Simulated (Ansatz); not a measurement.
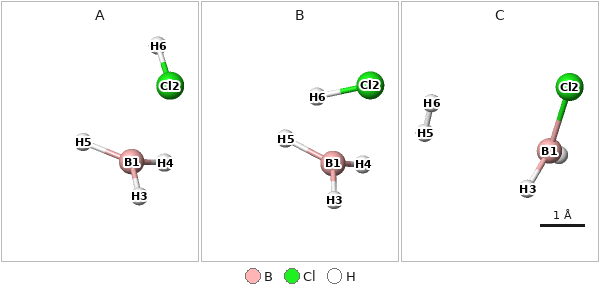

3 geometries from a converged minimum-energy path of BH4Cl, made up of BH2Cl and H₂, shuffled. The picture is a ball-and-stick view, seen at a tilt.

All numbers below come from RKS PBE/def2-SVP in Ansatz 0.2.0. Settings: 7 movable images; climbing image; force threshold 0.03 eV/Å; iteration limit 60; starting path through a guess of the saddle point.

Question: Which of them lies highest in energy?

Answer: B. In order along the path, whose images run from 0 to 8: C (image 0, 0.0 kcal/mol), B (image 5, +18.3 kcal/mol), A (image 8, +15.6 kcal/mol). Breaking: H5–H6 (0.77 → 1.39 at the top → 2.85 Å). Forming: B1–H5 (3.06 → 1.25 at the top → 1.22 Å), Cl2–H6 (3.53 → 1.38 at the top → 1.30 Å).

Limits of the set-up: the start holds two separate molecules, 3.0 Å apart at their closest, whose relative position is a soft coordinate and is computed without a dispersion correction.
